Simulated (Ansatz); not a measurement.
# doublet [BN2H5]−: levels of theory compared

Aim: a comparison of 6 runs (UHF/6-311+G**, U-revPBE/6-311+G**, U-wB97M-V/6-311+G**, UBLYP/6-311+G**, UHSE06/6-311+G**, UPBE-QIDH/6-311+G**) of doublet [BN2H5]−. 

Program for the calculation: Ansatz 0.2.0.

41 further runs of the same task are left out: 41 set aside as unsound or not needed.

### Step 1. Starting point

The species is [BN2H5]− (8 atoms), meant as a doublet with charge -1. As SMILES of the parent species, `NBN`. The coordinates come from a PBE0-D4/def2-TZVP relaxation. That shape belongs to the parent species and isn't relaxed for this state.

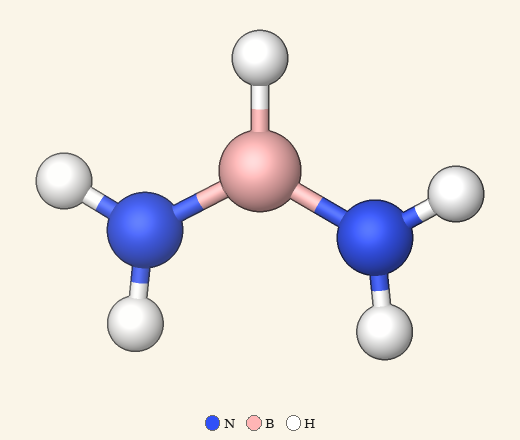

Viewed from a chosen angle; nitrogen blue, boron pink, hydrogen white.

### Step 2. The energy at UHF/6-311+G(d,p) (run 1)

run.yaml reads:

```yaml
crystal:
  periodic: [false, false, false]
  atoms:
    - symbol: N
      position_ang: [-0.971000, 0.516500, -0.581100]
    - symbol: B
      position_ang: [0.194200, 0.386600, 0.200500]
    - symbol: N
      position_ang: [0.848200, -0.845200, 0.401400]
    - symbol: H
      position_ang: [-1.426800, -0.244500, -1.053400]
    - symbol: H
      position_ang: [-1.423900, 1.400900, -0.713700]
    - symbol: H
      position_ang: [0.649700, 1.368600, 0.718000]
    - symbol: H
      position_ang: [1.676700, -0.919800, 0.960900]
    - symbol: H
      position_ang: [0.545000, -1.720300, 0.011600]
basis:
  gaussian:
    orbitals: 6-311+G_st__st_.json
total_charge: -1
magnetization:
  spin_polarized: true
  initial_magnetization: 1
hamiltonian:
  xc: hf
accuracy: high
output:
  orbitals: {seedname: orbitals}
```

The basis set 6-311+G** is read from a file made from the Basis Set Exchange's data (not shown).

The run is started by

```
$ ansatz run run.yaml --threads 1 --pin off --max-ram 3480MiB --events-out events.jsonl --progress --plain --runs-dir runs
```

What it wrote:

```text
Warning: RAYON_NUM_THREADS=1 ignored (pool sized by the plan → 1); use --threads N
Functional definition: HF
  name "HF"
  exchange = exact_x
  correlation = 0
1919 factors; integrals over basis functions are off by at most 3.4e-9 eV
mean field evaluation 1: about -3714.0752 eV, gradient 1.8e1 eV
mean field evaluation 2: about -3714.0748 eV, gradient 1.8e1 eV
mean field evaluation 4: about -3716.1574 eV, gradient 2.6e0 eV
mean field evaluation 8: about -3716.2105 eV, gradient 9.4e-3 eV
mean field evaluation 16: about -3716.0483 eV, gradient 1.8e0 eV
mean field evaluation 32: about -3715.9419 eV, gradient 2.5e-1 eV
mean field evaluation 64: about -3715.6010 eV, gradient 2.5e0 eV
mean field evaluation 96: about -3715.5102 eV, gradient 4.9e0 eV
mean field evaluation 128: about -3716.2105 eV, gradient 9.0e-6 eV
mean field -3716.21050149 eV, -136.5682169918 hartree, gradient 1.6e-8 eV, S^2 0.750488; 3 other end points of the search recorded, 0 dependent functions left out
reference -3716.21050149 eV, -136.5682169918 hartree; 13, 12 occupied and 83, 84 virtual orbitals, 1919 factors
Total energy: -3716.21050149 eV, -136.5682169918 hartree
```

Run time: 4.5 s. Hardware: 1 thread of Intel Xeon 6975P-C (Granite Rapids), shared host; peak memory 0.28 GiB.

### Step 3. A single-point energy at U-revPBE/6-311+G(d,p) (run 2)

molecule.yaml reads:

```yaml
basis:
  gaussian: {orbitals: 6-311+G_st__st_.json}
crystal:
  periodic: [false, false, false]
  atoms:
    - {symbol: N, position_ang: [-0.971000, 0.516500, -0.581100]}
    - {symbol: B, position_ang: [0.194200, 0.386600, 0.200500]}
    - {symbol: "N", position_ang: [0.848200, -0.845200, 0.401400]}
    - {symbol: H, position_ang: [-1.426800, -0.244500, -1.053400]}
    - {symbol: H, position_ang: [-1.423900, 1.400900, -0.713700]}
    - {symbol: H, position_ang: [0.649700, 1.368600, 0.718000]}
    - {symbol: H, position_ang: [1.676700, -0.919800, 0.960900]}
    - {symbol: H, position_ang: [0.545000, -1.720300, 0.011600]}
total_charge: -1
magnetization: {spin_polarized: true, initial_magnetization: 1}
hamiltonian: {xc: {name: revPBE}}
accuracy: high
output: {orbitals: {seedname: orbitals}}
```

The basis set 6-311+G** is read from a file made from the Basis Set Exchange's data (not shown).

The run is started by

```
$ ansatz run molecule.yaml --threads 1 --pin off --max-ram 3480MiB --events-out events.jsonl --progress --plain --runs-dir runs
```

What it wrote:

```text
Warning: RAYON_NUM_THREADS=1 ignored (pool sized by the plan → 1); use --threads N
Functional definition: revPBE
  name "revPBE"
  parameter kappa = 1.245
  parameter beta = 0.06672455060314922
  exchange = pbe_x(kappa = kappa, mu = beta*pi^2/3)
  correlation = pbe_c(beta = beta)
1919 factors; integrals over basis functions are off by at most 3.4e-9 eV
mean field evaluation 1: about -3733.5131 eV, gradient 3.7e1 eV
mean field evaluation 2: about -3688.5057 eV, gradient 8.5e1 eV
mean field evaluation 4: about -3739.0902 eV, gradient 3.6e0 eV
mean field evaluation 8: about -3739.1676 eV, gradient 8.9e-2 eV
mean field evaluation 16: about -3739.1677 eV, gradient 5.5e-5 eV
mean field evaluation 32: about -3739.0790 eV, gradient 7.6e-1 eV
mean field -3739.16766967 eV, -137.4118773616 hartree, gradient 3.3e-8 eV, S^2 0.750071; 7 other end points of the search recorded, 0 dependent functions left out
reference -3739.16767446 eV, -137.4118775375 hartree; 13, 12 occupied and 83, 84 virtual orbitals, 1919 factors
Total energy: -3739.16767446 eV, -137.4118775375 hartree
```

It took 9 s on 1 thread of Intel Xeon 6975P-C (Granite Rapids), shared host; peak memory 0.3 GiB.

Run 3 isn't shown in full; the table further down has it.

### Step 4. A single-point energy at UBLYP/6-311+G(d,p) (run 4)

in.yaml reads:

```yaml
crystal:
  periodic: [false, false, false]
  atoms:
    - {symbol: "N", position_ang: [-0.971000, 0.516500, -0.581100]}
    - {symbol: B, position_ang: [0.194200, 0.386600, 0.200500]}
    - {symbol: "N", position_ang: [0.848200, -0.845200, 0.401400]}
    - {symbol: H, position_ang: [-1.426800, -0.244500, -1.053400]}
    - {symbol: H, position_ang: [-1.423900, 1.400900, -0.713700]}
    - {symbol: H, position_ang: [0.649700, 1.368600, 0.718000]}
    - {symbol: H, position_ang: [1.676700, -0.919800, 0.960900]}
    - {symbol: H, position_ang: [0.545000, -1.720300, 0.011600]}
basis:
  gaussian: {orbitals: 6-311+G_st__st_.json}
total_charge: -1
magnetization: {spin_polarized: true, initial_magnetization: 1}
hamiltonian: {xc: {name: BLYP}}
accuracy: high
output: {orbitals: {seedname: orbitals}}
```

The basis set 6-311+G** is read from a file made from the Basis Set Exchange's data (not shown).

The run is started by

```
$ ansatz run in.yaml --threads 1 --pin off --max-ram 3480MiB --events-out events.jsonl --progress --plain --runs-dir runs
```

What it wrote:

```text
Warning: RAYON_NUM_THREADS=1 ignored (pool sized by the plan → 1); use --threads N
Functional definition: BLYP
  name "BLYP"
  parameter beta = 0.0042
  parameter a = 0.04918
  parameter b = 0.132
  parameter c = 0.2533
  parameter d = 0.349
  exchange = b88_x(beta = beta)
  correlation = lyp_c(a = a, b = b, c = c, d = d)
1919 factors; integrals over basis functions are off by at most 3.4e-9 eV
mean field evaluation 1: about -3731.9464 eV, gradient 4.2e1 eV
mean field evaluation 2: about -3679.7625 eV, gradient 9.4e1 eV
mean field evaluation 4: about -3738.7711 eV, gradient 4.0e0 eV
mean field evaluation 8: about -3738.8663 eV, gradient 1.9e-1 eV
mean field evaluation 16: about -3738.8666 eV, gradient 2.2e-4 eV
mean field evaluation 32: about -3738.6031 eV, gradient 2.3e0 eV
mean field evaluation 64: about -3738.7214 eV, gradient 8.5e-1 eV
mean field -3738.86656272 eV, -137.4008118850 hartree, gradient 6.3e-8 eV, S^2 0.750065; 7 other end points of the search recorded, 0 dependent functions left out
reference -3738.86661018 eV, -137.4008136292 hartree; 13, 12 occupied and 83, 84 virtual orbitals, 1919 factors
Total energy: -3738.86661018 eV, -137.4008136292 hartree
```

Wall time 20 s (1 thread of Intel Xeon 6975P-C (Granite Rapids), shared host); peak memory 0.3 GiB.

Run 5 isn't shown in full; the table further down has it.

### Step 5. A single-point energy at UPBE-QIDH/6-311+G(d,p) (run 6)

in.yaml reads:

```yaml
basis:
  gaussian:
    orbitals: 6-311+G_st__st_.json
crystal:
  periodic: [false, false, false]
  atoms:
    - {symbol: N, position_ang: [-0.971000, 0.516500, -0.581100]}
    - {symbol: B, position_ang: [0.194200, 0.386600, 0.200500]}
    - {symbol: N, position_ang: [0.848200, -0.845200, 0.401400]}
    - {symbol: H, position_ang: [-1.426800, -0.244500, -1.053400]}
    - {symbol: H, position_ang: [-1.423900, 1.400900, -0.713700]}
    - {symbol: H, position_ang: [0.649700, 1.368600, 0.718000]}
    - {symbol: H, position_ang: [1.676700, -0.919800, 0.960900]}
    - {symbol: H, position_ang: [0.545000, -1.720300, 0.011600]}
total_charge: -1
magnetization:
  spin_polarized: true
  initial_magnetization: 1
hamiltonian:
  xc: {name: PBE-QIDH}
correlation:
  frozen_orbitals: {B: 1, H: 0, "N": 1}
accuracy: high
output:
  orbitals: {seedname: orbitals}
```

The basis set 6-311+G** is read from a file made from the Basis Set Exchange's data (not shown).

The run is started by

```
$ ansatz run in.yaml --threads 1 --pin off --max-ram 3480MiB --events-out events.jsonl --progress --plain --runs-dir runs
```

What it wrote, shortened:

```text
Warning: RAYON_NUM_THREADS=1 ignored (pool sized by the plan → 1); use --threads N
Functional definition: PBE-QIDH
  name "PBE-QIDH"
[...]
1919 factors; integrals over basis functions are off by at most 3.4e-9 eV
[...]
mean field -3729.55302936 eV, -137.0585458471 hartree, gradient 4.8e-8 eV, S^2 0.750223; 6 other end points of the search recorded, 0 dependent functions left out
3 core orbitals not correlated: weight in the atoms' cores, before any rotation towards them, 1.000 or more for the frozen orbitals, at most 0.000 for the correlated occupied ones
reference -3729.55303053 eV, -137.0585458902 hartree; 10, 9 occupied and 83, 84 virtual orbitals, 1919 factors
second order -14.43443580 eV of doubles, -0.00000000 eV of singles
Total energy: -3734.36450913 eV, -137.2353644674 hartree
```

It took 18 s on 1 thread of Intel Xeon 6975P-C (Granite Rapids), shared host; peak memory 0.38 GiB.

### Step 6. The series

```tsv
run	level	frozen core orbitals	energy (Eh)	HOMO energy (eV)	LUMO energy (eV)	⟨S²⟩	wall time
1	UHF/6-311+G**	–	-136.568217	1.43	4.39	0.750	4.5 s
2	U-revPBE/6-311+G**	–	-137.411878	2.34	2.75	0.750	9 s
3	U-wB97M-V/6-311+G**	–	-137.378008	1.49	3.88	0.750	6 min
4	UBLYP/6-311+G**	–	-137.400814	2.49	2.83	0.750	20 s
5	UHSE06/6-311+G**	–	-137.279279	2.32	2.82	0.750	22 s
6	UPBE-QIDH/6-311+G**	3	-137.235364	1.60	3.83	0.750	18 s
```

### Step 7. Outcome

| quantity | value |
| --- | --- |
| run 6: total energy | -137.23536 Eh |
| run 6: HOMO energy (SCF part's orbitals) (highest over α and β) | 1.60 eV |
| run 6: LUMO energy (SCF part's orbitals) (lowest over α and β) | 3.83 eV |
| run 6: ⟨S²⟩ | 0.750 |

**Reading.** Totals of different functionals can't be ranked against each other. In runs 1, 2, 3, 4, 5, 6 the HOMO lies above zero, so the outermost electron may be held by the basis alone. All runs together took 7.3 min, the longest 6 min.
